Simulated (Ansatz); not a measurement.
H₄OSi···CH₃ (doublet)

The calculation's input:

```
crystal:
  periodic: [false, false, false]
  atoms:
    - {symbol: H, position_ang: [1.119947, -1.243430, -0.563273]}
    - {symbol: Si, position_ang: [1.399442, 0.061951, -1.201769]}
    - {symbol: O, position_ang: [0.350439, 1.133147, -0.511894]}
    - {symbol: C, position_ang: [-1.814274, -0.602677, 1.677767]}
    - {symbol: H, position_ang: [1.191186, -0.033572, -2.672571]}
    - {symbol: H, position_ang: [2.814871, 0.455479, -0.961831]}
    - {symbol: H, position_ang: [0.384103, 2.044593, -0.803838]}
    - {symbol: H, position_ang: [-1.469250, -0.857002, 2.669730]}
    - {symbol: H, position_ang: [-2.736477, -1.029522, 1.310201]}
    - {symbol: H, position_ang: [-1.240088, 0.071032, 1.057377]}
basis:
  gaussian: {orbitals: def2-TZVPP}
magnetization: {spin_polarized: true, initial_magnetization: 1}
hamiltonian: {xc: pbe0, dispersion: d4}
output: {orbitals: {seedname: orbitals}}
```

Run with:

```sh
ansatz run in.yaml --threads 4 --pin off --events-out ev --progress --plain --max-ram 9574MiB
```

The reactant side of a reaction path; geometry: PBE0-D4/def2-TZVP.

Computed with Ansatz 0.2.0, UKS PBE0-D4/def2-TZVPP.

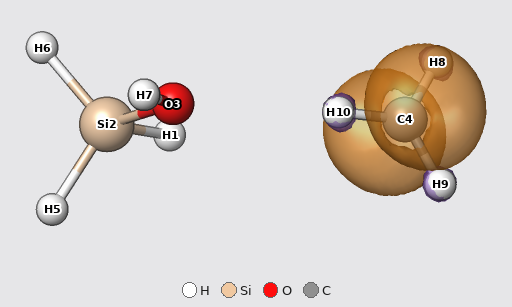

Figure 1. Isosurfaces of the spin density at +0.04 (orange) and −0.04 e/Å³ (purple), seen from one side.

### Describe the spin distribution.

The unpaired spin (1 electron) lies mostly on C4 (about 0.8), in electrons by Hirshfeld's partition.

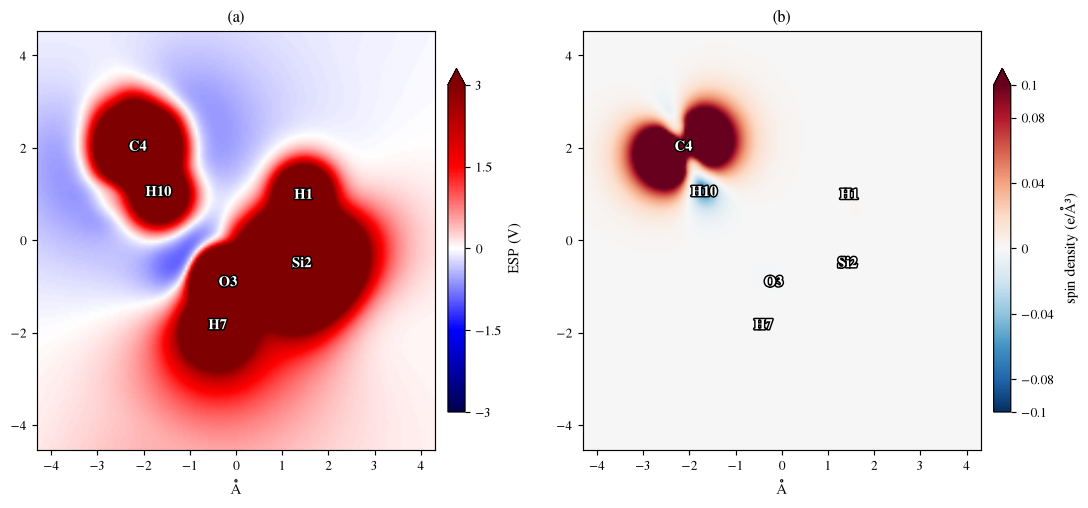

Figure 2. (a) electrostatic potential; (b) spin density on the plane of atoms H1, Si2 and O3.

### Read the bonding off the picture.

- The section cuts through H, Si, O and C sites.
- Outside the dense part of the complex the potential is most negative (−0.9 V) near O3.

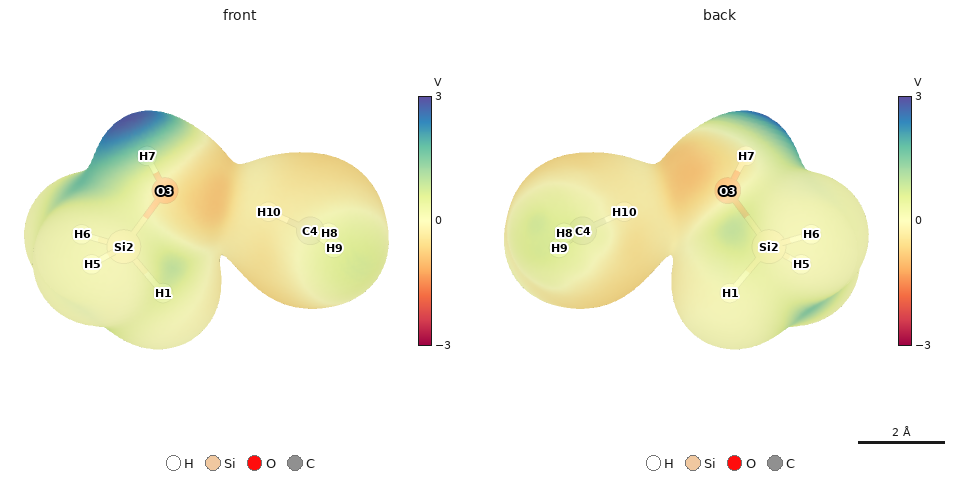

Figure 3. The molecular electrostatic potential painted on the density surface at 0.002 e/bohr³, seen from the front and from behind; the colour scale runs from red (negative) to blue (positive).

### Which sites attract a positive test charge, and which a negative one?

A positive charge is drawn to the negative regions and a negative charge to the positive ones. The most negative region (about −0.9 V) lies over O3, the most positive (about +2.8 V) over H7.
